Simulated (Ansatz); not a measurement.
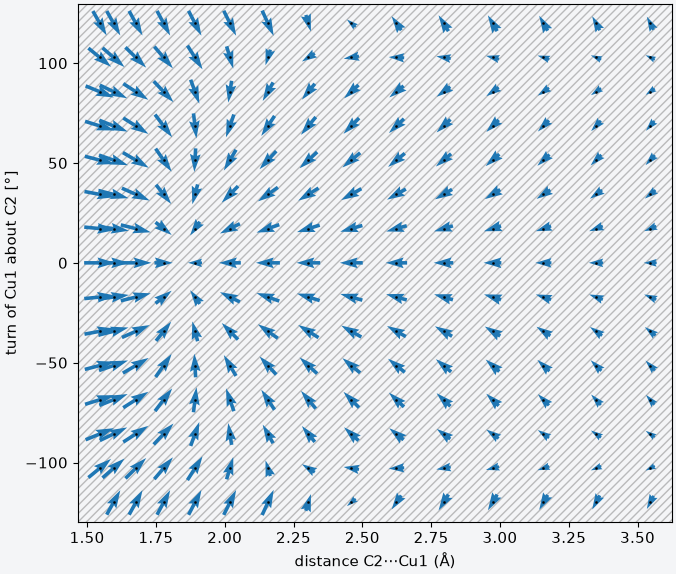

CCuO, charge +1. The turn is about an axis along (0.82, −0.57, 0.00) in the frame of the relaxed pair, normal to the line between the partners. Coordinates scanned: (1) distance C2···Cu1; (2) turn of Cu1 about C2. Grid: 15 × 15 points. At 1 point there is no value (left out of the scan, as a rule where atoms come close). Method: Ansatz 0.2.0, RKS PBE-D4/def2-SVPD.

Drawn: dots at the grid points, arrows along the force (downhill), their lengths compressed, hatched blanks where no value was computed.

**The arrows alone are given. Where is the energy lowest?**

The arrows converge at about distance C2···Cu1 = 1.841 Å, turn of Cu1 about C2 = 0° (read from the interpolated surface).

The energy map of the same scan:

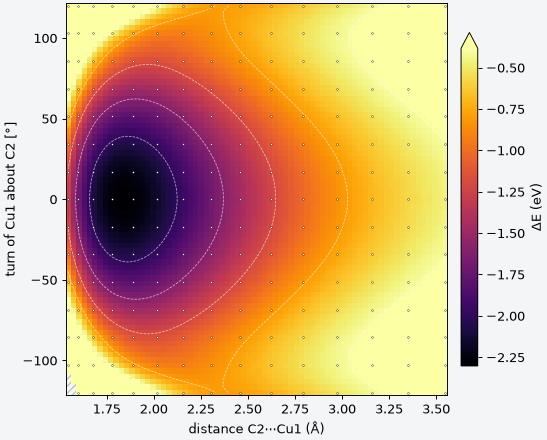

Energies are in eV, from the ion and the molecule far apart, frozen as in the relaxed pair, each in its own basis (no counterpoise correction); between grid points the surface is interpolated.
